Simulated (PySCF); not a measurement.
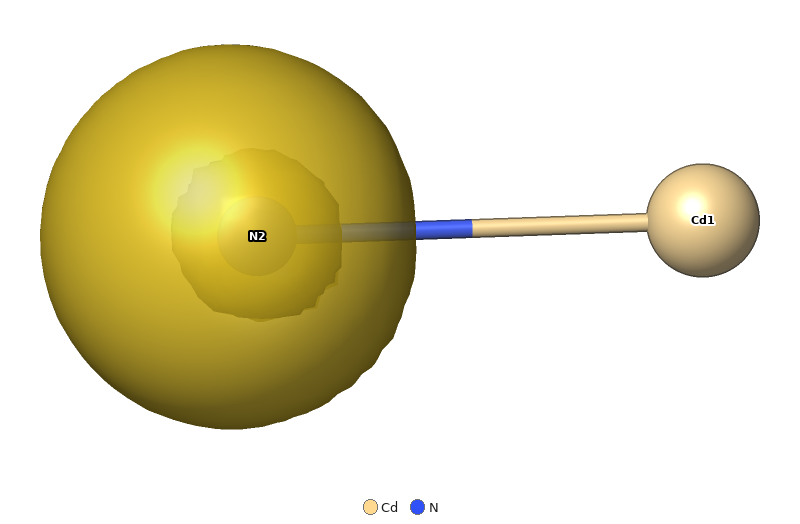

CdN (quartet). Isosurface of the ELF at 0.75 (yellow), seen from one side. Only the valence region is drawn (cores and ρ < 0.01 e/Å³ removed).

Core potentials replace the inner electrons of Cd.

All numbers below come from PBE0/def2-SVP, non-relativistic Hamiltonian with scalar-relativistic core potentials where named, at a bond length of 2.455 Å (PySCF 2.14.0).

```xyz
2

Cd    0.0000    0.0000   -0.2688
N     0.0000    0.0000    2.1862
```

Where are the electrons localised?

Answer. At this value the surface marks out one region wrapped around N (its valence shell). Along the contacts the grid gives the following. Cd–N (2.45 Å): the ELF is about 0.15 at the midpoint.
